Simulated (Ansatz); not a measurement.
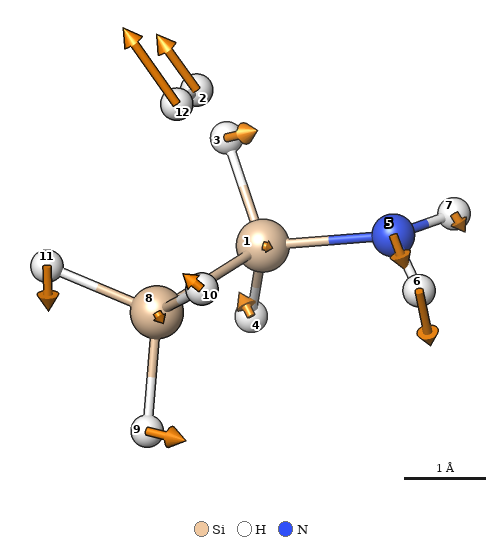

This is a relaxation of Si2NH9. The starting structure is drawn; orange arrows show the displacements, at their true length. The two geometries are superimposed by the best rigid fit.

Style: ball-and-stick. Shown at a tilt.

The run prepares an end point of a later path (reaction) calculation, from a guessed geometry.

Computed with RKS BHLYP-D4/6-31G* in Ansatz. Set-up: no spin polarisation; force threshold 0.03 eV/Å; at most 50 steps.

### Atoms of which element are displaced furthest, and by how much?

Hydrogen: up to 1.19 Å, against 0.51 Å for nitrogen.

### Describe the change and its energy.

The atom that moves furthest after the best rigid fit is H12 (1.19 Å). Largest moves by element: H 1.19 Å, N 0.51 Å, Si 0.18 Å. Some distances before and after: Si1–Si8 2.258 → 2.335 Å, H2–H12 0.704 → 0.735 Å. Groups turn about Si1–Si8 by about 40°. Over 21 accepted moves (24 points after the start) the energy falls by 0.234 eV. Largest force component: 1.1 eV/Å at the start, 0.013 eV/Å at the end. The line search rejected the trial steps at points 6, 18, 23 of the run. The forces were under the threshold at step 7, but the run went on from there.

Limits of the set-up: the start holds two separate molecules, 2.2 Å apart at their closest, whose relative position is a soft coordinate.
